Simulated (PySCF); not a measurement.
```yaml
atoms:
  - { symbol: C, position_ang: [-1.3620, -0.9986, -1.3242] }
  - { symbol: Si, position_ang: [-0.7187, 0.1688, 0.0368] }
  - { symbol: C, position_ang: [-1.5079, -0.1285, 1.7323] }
  - { symbol: C, position_ang: [-0.7865, 1.9881, -0.5207] }
  - { symbol: N, position_ang: [1.0022, -0.2379, 0.2543] }
  - { symbol: C, position_ang: [1.9679, -0.4839, -0.6626] }
  - { symbol: C, position_ang: [3.1038, -0.7263, 0.0660] }
  - { symbol: N, position_ang: [2.7809, -0.6160, 1.3721] }
  - { symbol: N, position_ang: [1.5461, -0.3282, 1.4761] }
  - { symbol: H, position_ang: [-0.9513, -0.7466, -2.2981] }
  - { symbol: H, position_ang: [-1.1031, -2.0329, -1.1148] }
  - { symbol: H, position_ang: [-2.4427, -0.9412, -1.4046] }
  - { symbol: H, position_ang: [-2.5299, 0.2352, 1.7618] }
  - { symbol: H, position_ang: [-0.9449, 0.3781, 2.5096] }
  - { symbol: H, position_ang: [-1.5231, -1.1849, 1.9823] }
  - { symbol: H, position_ang: [-0.2608, 2.1427, -1.4595] }
  - { symbol: H, position_ang: [-1.8119, 2.3141, -0.6630] }
  - { symbol: H, position_ang: [-0.3332, 2.6410, 0.2197] }
  - { symbol: H, position_ang: [1.7731, -0.4656, -1.7135] }
  - { symbol: H, position_ang: [4.0967, -0.9667, -0.2530] }
```

Geometry: GFN2-xTB.

All numbers below come from PBE0/pcSseg-1, SCF density, gas phase, non-relativistic (PySCF 2.14.0).

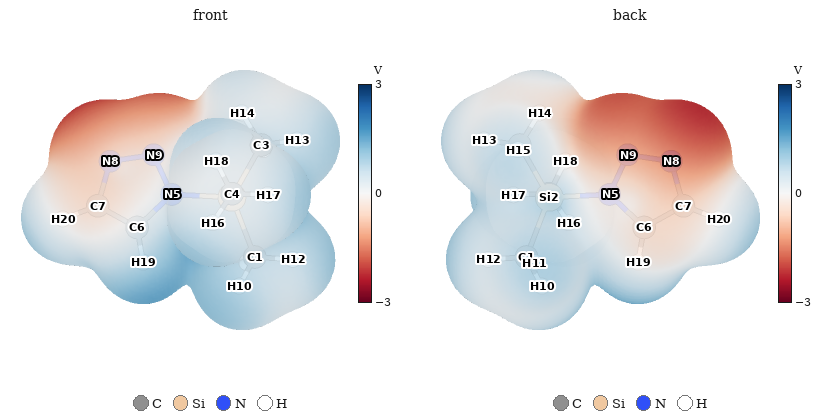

C₅H₁₁N₃Si. The electrostatic potential painted on the density surface at 0.002 e/bohr³, seen from the front and from behind; the colour scale runs from red (negative) to blue (positive).

Q: Where is the surface potential most negative and most positive?

A: The most negative region (about −2.2 V) lies over N8, the most positive (about +1.5 V) over Si2 and H19. N8 is the likeliest acceptor of a hydrogen bond.

Q: How polar is the molecule by this calculation?

A: Its dipole moment is 4.70 D.
